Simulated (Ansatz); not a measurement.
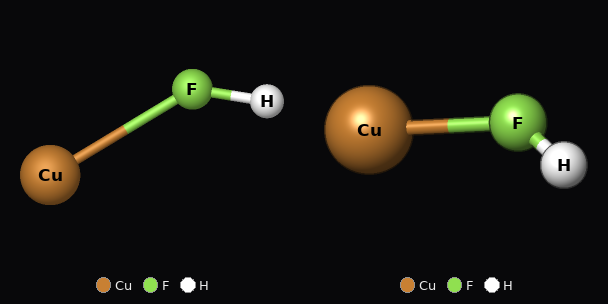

The same structure drawn twice, from different directions.

Charge +1, singlet. Computed geometry: PBE0-D4/def2-TZVP optimisation. Other spin states may lie lower.

**Give the formula.**

CuFH⁺, 3 atoms: 1 copper, 1 fluorine and 1 hydrogen.

**How many bonds of each kind are drawn?**

1 Cu–F, 1 F–H. Sticks follow a distance rule.

The parts below concern this one geometry. Atoms keep their numbers from picture to picture.

### Geometry

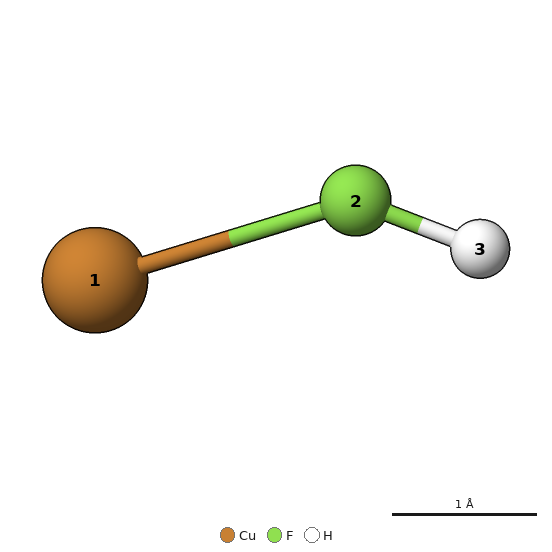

What are the angles Cu1–F2–H3?

```
    angle  degrees
Cu1–F2–H3    139.2
```

### Vibrations

Harmonic vibrations computed with RKS PBE0-D4/def2-TZVP (Ansatz 0.2.0) at a stationary point of the same level.

**List the wavenumbers.**

3 modes: 278, 396, 3953 cm⁻¹.

### Electronic properties

Level of theory: RKS PBE0-D4/def2-TZVPPD (Ansatz 0.2.0).

Predict the main results.

- HOMO energy (Kohn–Sham orbital): −14.60 eV
- LUMO energy (Kohn–Sham orbital): −8.83 eV
- HOMO–LUMO gap: 5.76 eV

### Charges

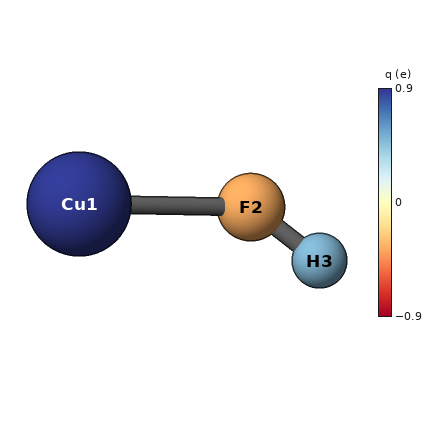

Atoms are coloured by their Mulliken charges. Properties computed with RKS PBE0-D4/def2-TZVP (Ansatz 0.2.0).

List the Mulliken charges.

| atom | value (e) |
| --- | --- |
| Cu1 | 0.88 |
| F2 | −0.36 |
| H3 | 0.48 |

Mulliken values depend strongly on the basis set and can even reverse the polarity of a bond.
